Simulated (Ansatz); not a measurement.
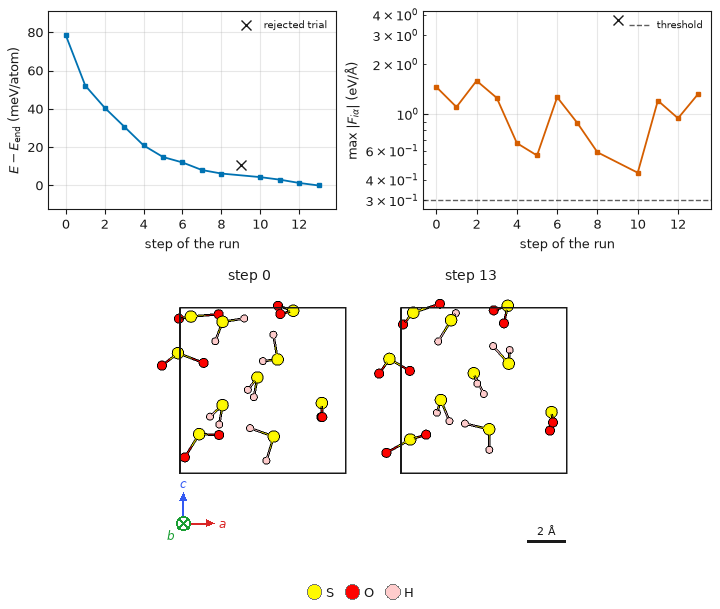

First and last geometry of a relaxation of an amorphous cell of composition HSO, with the history of the run. Style: ball-and-stick. Shown: the cell of the calculation, along the b axis.

The cell holds 5 SO2 + 5 SH2. The run prepares the start of a later molecular dynamics calculation, from a guessed geometry.

Level of theory: Ansatz, DFT PBE-D3(BJ), scalar-relativistic, plane waves, PAW.

Input file:
```yaml
crystal:
  lattice:
    - [8.75034, 0.0, 0.0]
    - [0.0, 8.75034, 0.0]
    - [0.0, 0.0, 8.75034]
  atoms:
    - { symbol: S, position: [0.0658318, 0.3915165, 0.9458095] }
    - { symbol: O, position: [0.2335301, 0.37866, 0.9596799] }
    - { symbol: O, position: [-0.0058515, 0.5437593, 0.9330035] }
    - { symbol: S, position: [0.68259, 0.6035234, 0.9809733] }
    - { symbol: O, position: [0.5911891, 0.742251, 1.0106536] }
    - { symbol: O, position: [0.605326, 0.4547815, 0.9613138] }
    - { symbol: S, position: [-0.0121702, 0.8430463, 0.725362] }
    - { symbol: O, position: [-0.1087462, 0.7268087, 0.6502467] }
    - { symbol: O, position: [0.1428801, 0.874104, 0.6664112] }
    - { symbol: S, position: [0.8552825, 0.2052205, 0.4244606] }
    - { symbol: O, position: [0.8528721, 0.3513044, 0.3399972] }
    - { symbol: O, position: [0.8578639, 0.0593318, 0.3396654] }
    - { symbol: S, position: [0.1158482, 0.8475967, 0.2369337] }
    - { symbol: O, position: [0.0295973, 0.8860557, 0.0970692] }
    - { symbol: O, position: [0.2355386, 0.7287409, 0.2316545] }
    - { symbol: S, position: [0.5890274, 0.0788307, 0.6867407] }
    - { symbol: H, position: [0.5000366, 0.2030293, 0.677387] }
    - { symbol: H, position: [0.5629142, 0.0604335, 0.8364463] }
    - { symbol: S, position: [0.2566174, 0.352689, 0.4118586] }
    - { symbol: H, position: [0.1812258, 0.4662935, 0.3422723] }
    - { symbol: H, position: [0.2368411, 0.255938, 0.2948959] }
    - { symbol: S, position: [0.4667114, 0.7585516, 0.5785433] }
    - { symbol: H, position: [0.4455434, 0.8530287, 0.4599764] }
    - { symbol: H, position: [0.4093703, 0.6377636, 0.5040155] }
    - { symbol: S, position: [0.2568151, 0.053888, 0.9139744] }
    - { symbol: H, position: [0.3876701, 0.1305953, 0.9345921] }
    - { symbol: H, position: [0.21287, 0.1425067, 0.7971511] }
    - { symbol: S, position: [0.5653247, 0.9755243, 0.2225519] }
    - { symbol: H, position: [0.5209482, 0.960524, 0.0768198] }
    - { symbol: H, position: [0.4224367, 0.9966705, 0.2732273] }
basis:
  ecutwfc: 420.0
kpoints:
  mp_grid: { grid: [1, 1, 1] }
hamiltonian:
  xc: pbe
  dispersion: d3bj
scf:
  occupations: { method: fermi_dirac, width: 0.05 }
  lower_state_search: "off"
relax:
  f_tol: 0.3
  max_steps: 15
  adjacent_minimum: "off"
```

Launched with:
```bash
ansatz run input.yaml --threads 1 --pin off --max-ram 3072MiB --backend cpu --events-out ev --progress --plain --runs-dir out
```

Q: Did the run converge, and what did it change?

A: The relaxation stopped without meeting its thresholds, so the last structure isn't shown to be converged. The largest move is that of H17, 1.50 Å roughly along [2 0 1]. By element the largest moves are H 1.50 Å, O 1.24 Å, S 1.07 Å. The cell doesn't change. Near-neighbour distances that change, for instance: S16–H17 1.339 → 1.378 Å, S25–H26 1.339 → 1.368 Å, S4–O5 1.477 → 1.453 Å, S19–H20 1.339 → 1.358 Å. Bond angles that change, for instance: O11–S10–O12 119.8° → 116.4°, O8–S7–O9 119.8° → 116.8°. After 12 accepted moves (13 points after the start) the energy has fallen by 78.4 meV per atom. Largest force component: 1.5 eV/Å at the start, 1.3 eV/Å at the end. The line search rejected the trial step at point 9 of the run. Cost: 60 s on 1 thread of Arm Neoverse V2 (shared host), peak memory 0.54 GiB.

```tsv
step	E − E(0), meV/atom	largest force component, eV/Å	note
0	0.00	1.4607	
1	-26.25	1.1039	
2	-37.81	1.5924	
3	-47.62	1.2543	
4	-57.47	0.6675	
5	-63.53	0.5617	
6	-66.37	1.2659	
7	-70.33	0.8845	
8	-72.16	0.5873	
9	-67.50	3.6948	rejected
10	-74.03	0.4418	
11	-75.35	1.2076	
12	-77.07	0.9436	
13	-78.39	1.3251
```
